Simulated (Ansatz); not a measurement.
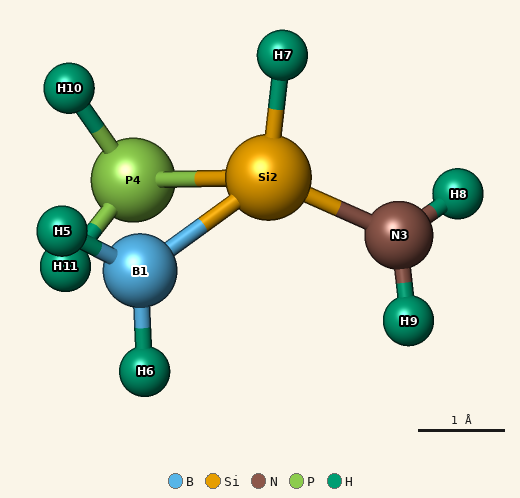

*The starting structure (ball-and-stick view, seen at a tilt; atoms are numbered from 1 in the order of the input).*

Bond lengths as drawn: B–H 1.19 to 1.20 Å, B–Si 1.94 Å, H–N 1.01 Å, H–P 1.42 to 1.46 Å, H–Si 1.48 Å, N–Si 1.71 Å and P–Si 2.32 Å.

Molecular dynamics of BSiPNH7

- system: BSiPNH7, SMILES B[SiH](N)P
- method: UKS PBE-d3bjatm/def2-SVP (Ansatz 0.2.0)

The geometry comes from this level: PBE0-D4/def2-TZVP. Figures and captions count atoms from 1; the log counts them from 0 in places.

The program's output:
```
Functional definition: PBE
  name "PBE"
  cite "Perdew, Burke & Ernzerhof, Phys. Rev. Lett. 77, 3865 (1996) doi:10.1103/PhysRevLett.77.3865"
  parent pbe
  parameter kappa = 0.804
  parameter beta = 0.06672455060314922
  exchange = pbe_x(kappa = kappa, mu = beta*pi^2/3)
  correlation = pbe_c(beta = beta)
1135 factors; their error is unknown
mean field evaluation 1: about -19416.7808 eV, gradient 4.7e1 eV
mean field evaluation 2: about -19377.1831 eV, gradient 9.1e1 eV
mean field evaluation 4: about -19427.3320 eV, gradient 7.8e0 eV
mean field evaluation 8: about -19427.7488 eV, gradient 2.4e-1 eV
mean field evaluation 16: about -19427.6940 eV, gradient 3.3e-4 eV
mean field -19427.69398857 eV, -713.9545855160 hartree, gradient 6.0e-5 eV, S^2 0.000000; 0 other end points of the search recorded, 0 dependent functions left out
the calculation of the forces begins
reference -19427.69402488 eV, -713.9545868502 hartree; 24, 24 occupied and 75, 75 virtual orbitals, 1135 factors
md step     0: t =     0.00 fs  T =   700.0 K  F+E_penalty+E_count = -19427.96461054 eV  E_kin = 0.814338 eV  conserved = -19427.15027255 eV  (30 SCF iters)
these checks for a lower state are left out or cut short: starts, cluster_reference, orbital_swaps, neighbouring_geometries, increment
1135 factors; their error is unknown
mean field -19427.69681423 eV, -713.9546893571 hartree, gradient 1.6e-5 eV, S^2 0.000000; 0 other end points of the search recorded, 0 dependent functions left out
the calculation of the forces begins
reference -19427.69685054 eV, -713.9546906914 hartree; 24, 24 occupied and 75, 75 virtual orbitals, 1135 factors
md step     1: t =     0.50 fs  T =   702.3 K  F+E_penalty+E_count = -19427.96755447 eV  E_kin = 0.817016 eV  conserved = -19427.15053893 eV  (31 SCF iters, 3 dispersion substeps)
[... from here on the SCF iterations and repeated set-up lines of each step are left out, up to the last step ...]
md step     2: t =     1.00 fs  T =   687.8 K  F+E_penalty+E_count = -19427.95068444 eV  E_kin = 0.800193 eV  conserved = -19427.15049177 eV  (30 SCF iters, 3 dispersion substeps)
md step     3: t =     1.50 fs  T =   657.4 K  F+E_penalty+E_count = -19427.91489802 eV  E_kin = 0.764726 eV  conserved = -19427.15017268 eV  (31 SCF iters, 3 dispersion substeps)
md step     4: t =     2.00 fs  T =   615.1 K  F+E_penalty+E_count = -19427.86527728 eV  E_kin = 0.715565 eV  conserved = -19427.14971634 eV  (31 SCF iters, 3 dispersion substeps)
md step     5: t =     2.50 fs  T =   567.2 K  F+E_penalty+E_count = -19427.80905319 eV  E_kin = 0.659789 eV  conserved = -19427.14927484 eV  (32 SCF iters, 3 dispersion substeps)
md step     6: t =     3.00 fs  T =   519.5 K  F+E_penalty+E_count = -19427.75325312 eV  E_kin = 0.604316 eV  conserved = -19427.14895995 eV  (31 SCF iters, 3 dispersion substeps)
md step     7: t =     3.50 fs  T =   476.3 K  F+E_penalty+E_count = -19427.70293304 eV  E_kin = 0.554155 eV  conserved = -19427.14881956 eV  (31 SCF iters, 3 dispersion substeps)
md step     8: t =     4.00 fs  T =   439.8 K  F+E_penalty+E_count = -19427.66037425 eV  E_kin = 0.511597 eV  conserved = -19427.14884520 eV  (31 SCF iters, 3 dispersion substeps)
md step     9: t =     4.50 fs  T =   409.4 K  F+E_penalty+E_count = -19427.62518120 eV  E_kin = 0.476292 eV  conserved = -19427.14898971 eV  (31 SCF iters, 3 dispersion substeps)
md step    10: t =     5.00 fs  T =   383.4 K  F+E_penalty+E_count = -19427.59503441 eV  E_kin = 0.445995 eV  conserved = -19427.14918080 eV  (30 SCF iters, 3 dispersion substeps)
md step    11: t =     5.50 fs  T =   359.1 K  F+E_penalty+E_count = -19427.56686821 eV  E_kin = 0.417724 eV  conserved = -19427.14933271 eV  (33 SCF iters, 3 dispersion substeps)
md step    12: t =     6.00 fs  T =   334.5 K  F+E_penalty+E_count = -19427.53826548 eV  E_kin = 0.389147 eV  conserved = -19427.14936137 eV  (33 SCF iters, 3 dispersion substeps)
md step    13: t =     6.50 fs  T =   309.3 K  F+E_penalty+E_count = -19427.50876932 eV  E_kin = 0.359853 eV  conserved = -19427.14921968 eV  (32 SCF iters, 3 dispersion substeps)
md step    14: t =     7.00 fs  T =   285.4 K  F+E_penalty+E_count = -19427.48058122 eV  E_kin = 0.332013 eV  conserved = -19427.14893655 eV  (32 SCF iters, 3 dispersion substeps)
md step    15: t =     7.50 fs  T =   266.4 K  F+E_penalty+E_count = -19427.45806030 eV  E_kin = 0.309867 eV  conserved = -19427.14863221 eV  (33 SCF iters, 3 dispersion substeps)
md step    16: t =     8.00 fs  T =   256.1 K  F+E_penalty+E_count = -19427.44585108 eV  E_kin = 0.297893 eV  conserved = -19427.14847234 eV  (33 SCF iters, 3 dispersion substeps)
md step    17: t =     8.50 fs  T =   256.5 K  F+E_penalty+E_count = -19427.44637780 eV  E_kin = 0.298407 eV  conserved = -19427.14856871 eV  (33 SCF iters, 3 dispersion substeps)
md step    18: t =     9.00 fs  T =   266.5 K  F+E_penalty+E_count = -19427.45818324 eV  E_kin = 0.309980 eV  conserved = -19427.14889698 eV  (33 SCF iters, 3 dispersion substeps)
md step    19: t =     9.50 fs  T =   281.8 K  F+E_penalty+E_count = -19427.47629415 eV  E_kin = 0.327789 eV  conserved = -19427.14930816 eV  (32 SCF iters, 3 dispersion substeps)
md step    20: t =    10.00 fs  T =   297.2 K  F+E_penalty+E_count = -19427.49444781 eV  E_kin = 0.345752 eV  conserved = -19427.14962538 eV  (33 SCF iters, 3 dispersion substeps)
md step    21: t =    10.50 fs  T =   308.7 K  F+E_penalty+E_count = -19427.50776350 eV  E_kin = 0.359088 eV  conserved = -19427.14974657 eV  (33 SCF iters, 3 dispersion substeps)
md step    22: t =    11.00 fs  T =   314.5 K  F+E_penalty+E_count = -19427.51433897 eV  E_kin = 0.365888 eV  conserved = -19427.14967837 eV  (32 SCF iters, 3 dispersion substeps)
md step    23: t =    11.50 fs  T =   315.6 K  F+E_penalty+E_count = -19427.51520976 eV  E_kin = 0.367102 eV  conserved = -19427.14950391 eV  (32 SCF iters, 3 dispersion substeps)
md step    24: t =    12.00 fs  T =   314.1 K  F+E_penalty+E_count = -19427.51313987 eV  E_kin = 0.365396 eV  conserved = -19427.14931793 eV  (33 SCF iters, 3 dispersion substeps)
md step    25: t =    12.50 fs  T =   312.7 K  F+E_penalty+E_count = -19427.51116892 eV  E_kin = 0.363749 eV  conserved = -19427.14918143 eV  (32 SCF iters, 3 dispersion substeps)
md step    26: t =    13.00 fs  T =   313.3 K  F+E_penalty+E_count = -19427.51161501 eV  E_kin = 0.364462 eV  conserved = -19427.14911262 eV  (32 SCF iters, 3 dispersion substeps)
md step    27: t =    13.50 fs  T =   317.0 K  F+E_penalty+E_count = -19427.51572004 eV  E_kin = 0.368785 eV  conserved = -19427.14910382 eV  (32 SCF iters, 3 dispersion substeps)
md step    28: t =    14.00 fs  T =   324.0 K  F+E_penalty+E_count = -19427.52371417 eV  E_kin = 0.376962 eV  conserved = -19427.14914416 eV  (33 SCF iters, 3 dispersion substeps)
md step    29: t =    14.50 fs  T =   333.9 K  F+E_penalty+E_count = -19427.53497947 eV  E_kin = 0.388383 eV  conserved = -19427.14922808 eV  (33 SCF iters, 3 dispersion substeps)
these checks for a lower state are left out or cut short: starts, cluster_reference, orbital_swaps, neighbouring_geometries, increment
1135 factors; their error is unknown
mean field -19427.27737018 eV, -713.9392750725 hartree, gradient 1.9e-5 eV, S^2 0.000000; 0 other end points of the search recorded, 0 dependent functions left out
the calculation of the forces begins
reference -19427.27740693 eV, -713.9392764230 hartree; 24, 24 occupied and 75, 75 virtual orbitals, 1135 factors
1135 factors; their error is unknown
mean field evaluation 256: about -19427.3299 eV, gradient 8.5e-1 eV
mean field -19427.27737018 eV, -713.9392750725 hartree, gradient 1.9e-5 eV, S^2 0.000000; 1 other end points of the search recorded, 0 dependent functions left out
the calculation of the forces begins
reference -19427.27740693 eV, -713.9392764230 hartree; 24, 24 occupied and 75, 75 virtual orbitals, 1135 factors
md step    30: t =    15.00 fs  T =   345.3 K  F+E_penalty+E_count = -19427.54819261 eV  E_kin = 0.401739 eV  conserved = -19427.14934286 eV  (32 SCF iters, 3 dispersion substeps)
```

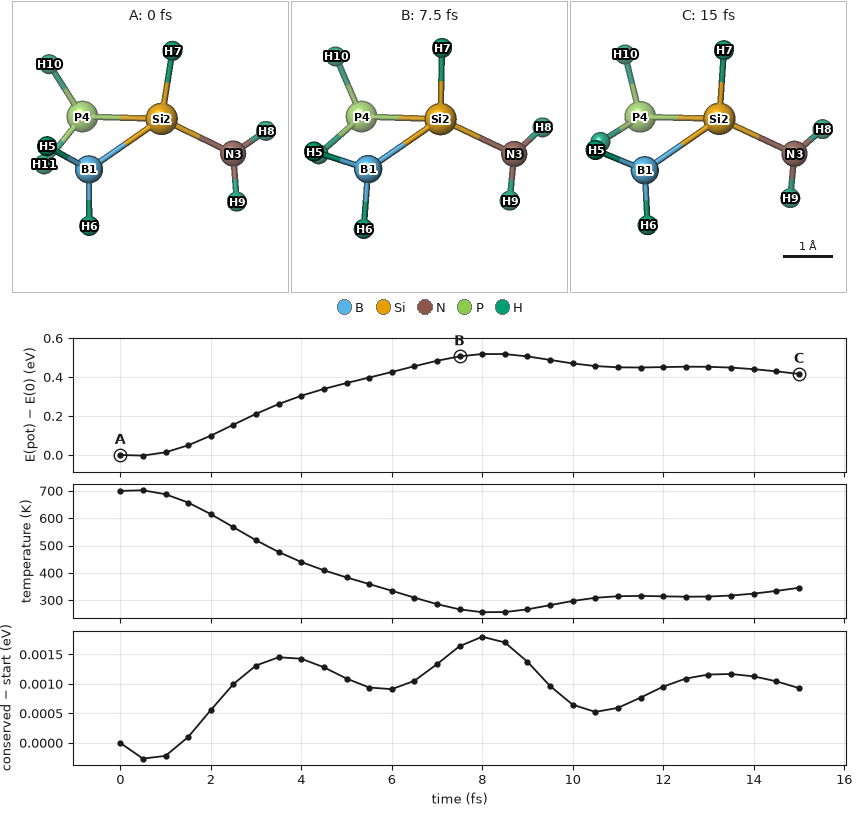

*Frames of the molecular dynamics (ball-and-stick, seen at a tilt) above the curves, on which the letters mark them.*

The trajectory kept here has 31 frames over 15 fs. The temperature starts at 700 K, ranges from 256 to 702 K and averages 301 K over the second half. The potential energy ends 0.416 eV above its first value. The conserved quantity stays within 0.0021 eV. After an unweighted best fit of the last frame on the first, the root-mean-square displacement is 0.24 Å, and H11 has moved furthest (0.45 Å).

```
Total energy: -19427.54822936 eV, -713.9492289638 hartree
Atom 0 at    -0.755613     1.192194    -0.334655 Å, force     1.442479     0.033738    -0.359070 eV/Å
Atom 1 at     0.633420     0.002509     0.446205 Å, force    -0.438340     0.282987     0.312743 eV/Å
Atom 2 at     0.362353    -0.933590     1.921301 Å, force    -0.441071    -0.926267    -0.188173 eV/Å
Atom 3 at    -0.060225    -0.865587    -1.574682 Å, force     0.151747    -1.602511     0.043333 eV/Å
Atom 4 at    -0.590663     2.065082    -1.184945 Å, force     0.222439     0.121963     0.541300 eV/Å
Atom 5 at    -1.851264     0.967724     0.013823 Å, force    -1.141774    -0.367364     0.167561 eV/Å
Atom 6 at     2.059791     0.276752     0.180098 Å, force     0.471177    -0.027818     0.350815 eV/Å
Atom 7 at     0.922169    -1.804620     2.020962 Å, force     0.218188     0.604329    -0.138268 eV/Å
Atom 8 at    -0.603098    -1.329014     1.983894 Å, force     0.327554     0.707920    -0.002019 eV/Å
Atom 9 at     1.137098    -0.323058    -2.117835 Å, force     0.307114     0.155546    -0.213373 eV/Å
Atom 10 at    -0.656711     0.403012    -1.768038 Å, force    -1.119512     1.017477    -0.514850 eV/Å
Dipole moment:     0.117059    -0.337016     0.054592 e Å
```

Trajectory as extended XYZ (Å, eV, eV/Å), 9 of the 31 frames kept, from step=0 to step=30:
```
11
Properties=species:S:1:pos:R:3:forces:R:3 step=0 time_fs=0.0 energy=-19427.96461 temperature=700.0
B    -0.7177    1.1553   -0.3143    0.2260  -0.2237  -0.0066
Si    0.6363    0.0067    0.4581   -0.0388   0.3834  -0.0814
N     0.3337   -0.9279    1.8530    0.1470   0.2087   0.1617
P    -0.0449   -0.8696   -1.5771   -0.0881  -0.5563  -0.0629
H    -0.4239    2.0844   -1.0040    0.1377   0.3946  -0.2517
H    -1.8606    0.9697   -0.0023   -0.4324  -0.0996   0.1346
H     2.0937    0.2224    0.3168    0.3251   0.0305  -0.0503
H     0.8993   -1.7235    2.0977    0.3895  -0.5534   0.1702
H    -0.5987   -0.9992    2.2247   -0.6326  -0.0372   0.2482
H     0.8658   -0.0880   -2.3339    0.2692   0.2241  -0.2391
H    -1.1174    0.1127   -1.6982   -0.3026   0.2289  -0.0227
11
Properties=species:S:1:pos:R:3:forces:R:3 step=4 time_fs=2.0 energy=-19427.86528 temperature=615.1
B    -0.7176    1.1562   -0.3036    0.7789   0.6358  -1.2594
Si    0.6339    0.0050    0.4571    0.1288   0.3096  -0.1413
N     0.3370   -0.9305    1.8629   -0.1056  -0.5401   0.5393
P    -0.0448   -0.8704   -1.5751   -0.6771   0.0808  -0.2261
H    -0.4991    2.0648   -1.1194    0.1952  -0.1855   0.5885
H    -1.8462    0.9996   -0.0361   -1.1509  -0.2869   0.4645
H     2.0824    0.2395    0.2475    0.3118   0.0032   0.1382
H     0.9546   -1.7408    2.0755   -0.7289   0.4945  -0.0155
H    -0.6499   -1.0134    2.1785    0.8062  -0.1945  -0.0768
H     0.9124   -0.1143   -2.3158    0.2010   0.1405  -0.1161
H    -1.0781    0.2416   -1.7115    0.2406  -0.4575   0.1047
11
Properties=species:S:1:pos:R:3:forces:R:3 step=8 time_fs=4.0 energy=-19427.66037 temperature=439.8
B    -0.7150    1.1591   -0.2971    0.0457   0.9498  -1.9108
Si    0.6316    0.0037    0.4558    0.4880   0.2343  -0.1653
N     0.3400   -0.9344    1.8740   -0.1421  -0.4061   0.2704
P    -0.0455   -0.8711   -1.5735   -0.7624   0.6004  -0.4487
H    -0.5665    2.0394   -1.2132    0.3411  -0.3942   1.1938
H    -1.8719    1.0191   -0.0532   -0.6469  -0.2851   0.4545
H     2.0823    0.2566    0.1836    0.0872  -0.0580   0.3472
H     0.9847   -1.7423    2.0534   -1.0652   0.6265   0.0246
H    -0.6736   -1.0348    2.1306    1.2357  -0.2965  -0.0384
H     0.9661   -0.1356   -2.3018   -0.0616  -0.0457   0.1004
H    -1.0306    0.3537   -1.7209    0.4803  -0.9254   0.1724
11
Properties=species:S:1:pos:R:3:forces:R:3 step=11 time_fs=5.5 energy=-19427.56687 temperature=359.1
B    -0.7129    1.1634   -0.2966   -0.9013   0.8053  -1.8826
Si    0.6303    0.0030    0.4547    0.7352   0.2025  -0.1560
N     0.3420   -0.9380    1.8829    0.0651   0.4419  -0.2763
P    -0.0466   -0.8711   -1.5726   -0.6414   0.7796  -0.5606
H    -0.6088    2.0111   -1.2550    0.4667  -0.2448   1.3070
H    -1.9083    1.0266   -0.0546    0.1704  -0.2320   0.3199
H     2.0849    0.2682    0.1439   -0.0968  -0.1077   0.4930
H     0.9817   -1.7285    2.0375   -0.5971  -0.0185   0.1811
H    -0.6621   -1.0582    2.0938    0.5897  -0.3805   0.1863
H     1.0055   -0.1522   -2.2894   -0.2555  -0.1586   0.2290
H    -0.9835    0.4156   -1.7239    0.4650  -1.0873   0.1592
11
Properties=species:S:1:pos:R:3:forces:R:3 step=15 time_fs=7.5 energy=-19427.45806 temperature=266.4
B    -0.7130    1.1716   -0.3016   -1.7031   0.2524  -1.2631
Si    0.6295    0.0022    0.4530    0.8509   0.2140  -0.1166
N     0.3450   -0.9414    1.8940    0.4821   1.7826  -0.8770
P    -0.0488   -0.8704   -1.5720   -0.4395   0.7144  -0.5866
H    -0.6492    1.9669   -1.2684    0.5990   0.2816   0.9742
H    -1.9492    1.0290   -0.0462    0.9469  -0.1844   0.1402
H     2.0849    0.2798    0.1079   -0.2191  -0.1524   0.6267
H     0.9615   -1.7147    2.0228    0.3880  -1.1119   0.3431
H    -0.6320   -1.1025    2.0517   -0.7834  -0.4956   0.4323
H     1.0491   -0.1798   -2.2650   -0.3777  -0.2071   0.2829
H    -0.9058    0.4620   -1.7228    0.2559  -1.0936   0.0438
11
Properties=species:S:1:pos:R:3:forces:R:3 step=19 time_fs=9.5 energy=-19427.47629 temperature=281.8
B    -0.7190    1.1805   -0.3110   -1.6744  -0.5580  -0.1646
Si    0.6298    0.0018    0.4512    0.6507   0.2613  -0.0556
N     0.3492   -0.9403    1.9029    0.4442   1.2673  -0.6844
P    -0.0515   -0.8688   -1.5721   -0.2757   0.2995  -0.4794
H    -0.6669    1.9342   -1.2459    0.6665   1.0292   0.1880
H    -1.9560    1.0242   -0.0323    1.0520  -0.1809   0.0250
H     2.0771    0.2857    0.0955   -0.1364  -0.1558   0.6564
H     0.9523   -1.7384    2.0202    0.2913  -0.6923   0.1823
H    -0.6267   -1.1648    2.0249   -0.6190  -0.3033   0.2984
H     1.0790   -0.2150   -2.2302   -0.2863  -0.1380   0.1930
H    -0.8188    0.4672   -1.7204   -0.1129  -0.8290  -0.1592
11
Properties=species:S:1:pos:R:3:forces:R:3 step=22 time_fs=11.0 energy=-19427.51434 temperature=314.5
B    -0.7274    1.1862   -0.3186   -1.1461  -1.0210   0.5203
Si    0.6307    0.0017    0.4498    0.3391   0.2892   0.0073
N     0.3532   -0.9372    1.9083    0.0008  -0.1669  -0.2732
P    -0.0538   -0.8673   -1.5726   -0.1603  -0.2565  -0.3277
H    -0.6636    1.9337   -1.2224    0.6677   1.4171  -0.3259
H    -1.9351    1.0159   -0.0210    0.6843  -0.2109   0.0048
H     2.0678    0.2863    0.1026    0.0433  -0.1294   0.6093
H     0.9530   -1.7743    2.0232   -0.2613   0.3517  -0.0397
H    -0.6383   -1.2194    2.0126    0.3959   0.1360   0.0902
H     1.0941   -0.2450   -2.1992   -0.0944  -0.0359   0.0592
H    -0.7556    0.4500   -1.7222   -0.4690  -0.3733  -0.3245
11
Properties=species:S:1:pos:R:3:forces:R:3 step=26 time_fs=13.0 energy=-19427.51161 temperature=313.3
B    -0.7417    1.1905   -0.3273    0.1414  -0.8279   0.4320
Si    0.6321    0.0019    0.4479   -0.1323   0.2931   0.1361
N     0.3584   -0.9337    1.9148   -0.4765  -1.4016  -0.0001
P    -0.0570   -0.8658   -1.5736    0.0229  -1.1746  -0.0863
H    -0.6372    1.9791   -1.2009    0.5437   1.1186  -0.1933
H    -1.8877    0.9976   -0.0053   -0.2971  -0.3019   0.0893
H     2.0577    0.2829    0.1320    0.3309  -0.0717   0.4863
H     0.9449   -1.8086    2.0255   -0.4497   1.1013  -0.1964
H    -0.6389   -1.2861    1.9989    1.0648   0.6613  -0.0469
H     1.1120   -0.2858   -2.1563    0.2005   0.1004  -0.1260
H    -0.6885    0.4175   -1.7358   -0.9488   0.5029  -0.4945
11
Properties=species:S:1:pos:R:3:forces:R:3 step=30 time_fs=15.0 energy=-19427.54819 temperature=345.3
B    -0.7556    1.1922   -0.3347    1.4425   0.0337  -0.3591
Si    0.6334    0.0025    0.4462   -0.4383   0.2830   0.3127
N     0.3624   -0.9336    1.9213   -0.4411  -0.9263  -0.1882
P    -0.0602   -0.8656   -1.5747    0.1517  -1.6025   0.0433
H    -0.5907    2.0651   -1.1849    0.2224   0.1220   0.5413
H    -1.8513    0.9677    0.0138   -1.1418  -0.3674   0.1676
H     2.0598    0.2768    0.1801    0.4712  -0.0278   0.3508
H     0.9222   -1.8046    2.0210    0.2182   0.6043  -0.1383
H    -0.6031   -1.3290    1.9839    0.3276   0.7079  -0.0020
H     1.1371   -0.3231   -2.1178    0.3071   0.1555  -0.2134
H    -0.6567    0.4030   -1.7680   -1.1195   1.0175  -0.5149
```

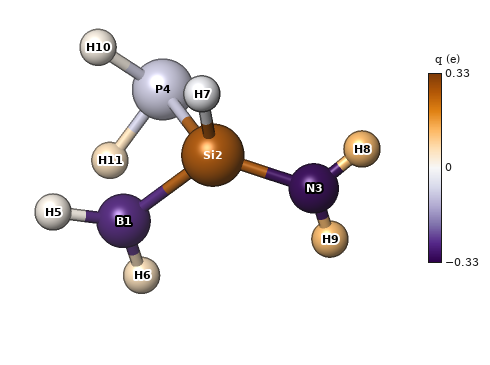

*Mulliken charges, as the colour of each atom (ball-and-stick view, seen at a tilt; atoms are numbered from 1 in the order of the input).*

By element: B −0.28, Si +0.27, N −0.32, P −0.09 and H −0.02 to +0.13 e.

The run was set up as follows.

Input:
```yaml
crystal:
  periodic: [false, false, false]
  atoms:
    - {symbol: B, position_ang: [-0.717732, 1.155314, -0.314324]}
    - {symbol: Si, position_ang: [0.636340, 0.006708, 0.458142]}
    - {symbol: N, position_ang: [0.333676, -0.927909, 1.852989]}
    - {symbol: P, position_ang: [-0.044927, -0.869591, -1.577097]}
    - {symbol: H, position_ang: [-0.423913, 2.084362, -1.004016]}
    - {symbol: H, position_ang: [-1.860593, 0.969659, -0.002323]}
    - {symbol: H, position_ang: [2.093724, 0.222398, 0.316831]}
    - {symbol: H, position_ang: [0.899265, -1.723468, 2.097724]}
    - {symbol: H, position_ang: [-0.598735, -0.999202, 2.224683]}
    - {symbol: H, position_ang: [0.865817, -0.087957, -2.333862]}
    - {symbol: H, position_ang: [-1.117422, 0.112684, -1.698247]}
basis:
  gaussian: {orbitals: def2-SVP}
magnetization: {spin_polarized: true, initial_magnetization: 0}
hamiltonian: {xc: {name: PBE}, dispersion: d3bjatm}
md: {timestep: 0.5 fs, n_steps: 30, ensemble: nvt_nose_hoover, temperature: 700, initial_velocities: maxwell_boltzmann, seed: 627}
```

Run as:
```bash
ansatz run in.yaml --threads 2 --pin off --events-out ev --progress --plain --max-ram 4352MiB
```

Results in brief:

```tsv
quantity	value
outcome	finished
mean temperature over the second half	301 K
trajectory	30 steps, 15 fs
ensemble	nvt_nose_hoover
temperature in the input	700 K
time step	0.5 fs
potential energy (last step)	−19427.5482 eV
mean-field energy (last step)	−19427.2774 eV
dispersion energy (last step)	−0.2708 eV
SCF solution under orbital rotations (last step)	stable
largest force (length of the vector) (last step)	1.610 eV/Å
dipole moment (last step)	1.73 D
hardware	2 threads of Arm Neoverse V1, 23 GiB of memory available, shared host
wall time	89 s (CPU time 2.9 min)
peak memory	0.16 GiB
```

Notes:

So short a trajectory is not equilibrated. The temperature stays far from the 700 K of the thermostat over the second half: the run isn't equilibrated.
